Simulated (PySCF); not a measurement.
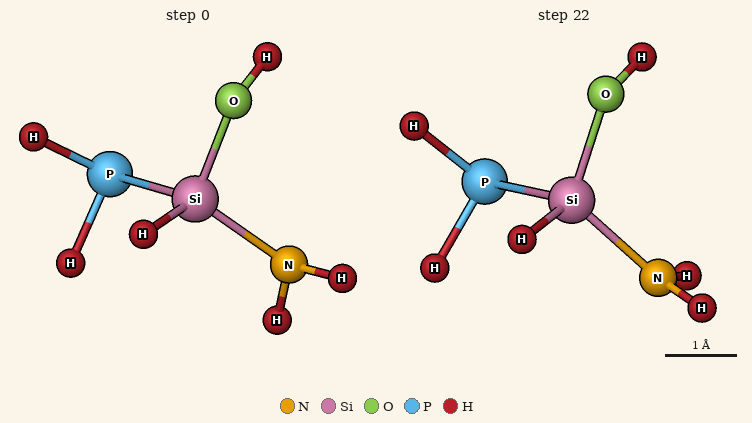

The structure of SiPNH6O before (left) and after (right) a relaxation, at one scale.

Style: ball-and-stick. Shown from a free direction.

The start comes from GFN2-xTB.

Level of theory: PySCF 2.14.0, density-fitted response routines, PBE0-D3(BJ)/def2-SVP geometry optimisation, gas phase. 

Q: What changed between the two?

A: The atom that moves furthest after the best rigid fit is an H atom (0.82 Å). Largest moves by element: H 0.82 Å, N 0.24 Å, O 0.13 Å, P 0.11 Å, Si 0.02 Å. Some distances before and after: O–Si 1.624 → 1.671 Å, H–P 1.382 → 1.427 Å, H–Si 1.463 → 1.485 Å, P–Si 2.246 → 2.261 Å. Bond angles that change, for instance: N–Si–H 117.8° → 108.6°, N–Si–O 109.4° → 117.2°, Si–O–H 121.1° → 116.6°. After 22 geometry steps the energy has fallen by 0.184 eV. The largest force component goes from 1.1 to 0.015 eV/Å.
